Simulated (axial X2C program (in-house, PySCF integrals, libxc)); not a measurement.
# GeN⁺: properties at the nuclei

Wanted for GeN⁺: properties at the nuclei, at the two-component level.

Program: an in-house X2C program for linear molecules on PySCF integrals. Level of theory: two-component X2C with atomic mean-field terms, Ge dyall-cv3z, N dyall-av3z. These are calculated values, not measurements.

## 1. The job

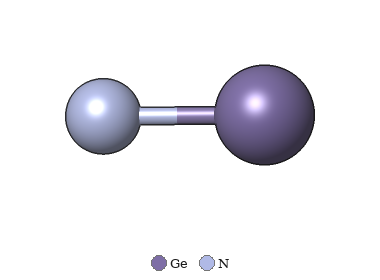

The two atoms at 1.710 Å (germanium purple, nitrogen light blue).

File task.json:

```json
{"zs": [32, 7], "q": 1, "bas": ["dyall-cv3z", "dyall-av3z"], "r0": 1.71, "levels": ["PBE0", "HF", "PBE", "r2SCAN", "B3LYP"], "nst": 3}
```

Keys: zs atomic numbers; q charge; bas basis sets; r0 starting distance in Å; levels methods (HF also brings MP2); nst determinants followed.

Launch:

```bash
python soeom.py task.json out
```

After this run come: Expectation values, lowest determinant; Expectation values, a higher determinant; Expectation values, a higher determinant.

Before running it: what results should come out? Wanted: lowest determinant; Eeff magnitude; Ws magnitude Ge; A∥/gI Ge; qzz Ge; higher determinant (for each run or level that gives them).

**Answer**, as computed:

| quantity | value |
| --- | --- |
| lowest determinant | Ω = 1 (excess of +ω over −ω: ω = -1/2, ω = 3/2) |
| Eeff magnitude (GV/cm), PBE0 | 0.00526 |
| Ws magnitude Ge (kHz), PBE0 | 0.00895 |
| A∥/gI Ge (MHz), PBE0 | -39.1 |
| qzz Ge (a.u.), PBE0 | -5.70 |
| higher determinant | Ω = 2 (excess of +ω over −ω: ω = 1/2, ω = 3/2) |
| Eeff magnitude (GV/cm), PBE0, higher determinant | 1.81 |
| Ws magnitude Ge (kHz), PBE0, higher determinant | 0.399 |
| A∥/gI Ge (MHz), PBE0, higher determinant | 196 |
| qzz Ge (a.u.), PBE0, higher determinant | -1.43 |
| higher determinant | Ω = 1 (excess of +ω over −ω: 2 × ω = 1/2) |
| Eeff magnitude (GV/cm), PBE0, higher determinant | 2.12 |
| Ws magnitude Ge (kHz), PBE0, higher determinant | 0.93 |
| A∥/gI Ge (MHz), PBE0, higher determinant | 322 |
| qzz Ge (a.u.), PBE0, higher determinant | -1.83 |

What this shows: In the first state, the effective field runs from 0.00526 to 0.036 GV/cm over the mean-field levels, so the levels don't agree on it. The expectation values come from single determinants, which for open shells can mix terms of unlike spin or miss the lowest Ω, so a determinant need not be a state. Eeff is the effective electric field on the electron dipole moment in this Ω state and Ws the scalar–pseudoscalar constant (defined with the proton number Z and per Ω); A∥ is the parallel hyperfine constant, which follows by multiplying with the nuclear g factor gI = μI/(I μN); qzz is the electric field gradient, eQq0 = 234.96 MHz × Q/barn × qzz. The operators were transformed with the bare-nucleus X2C matrices.
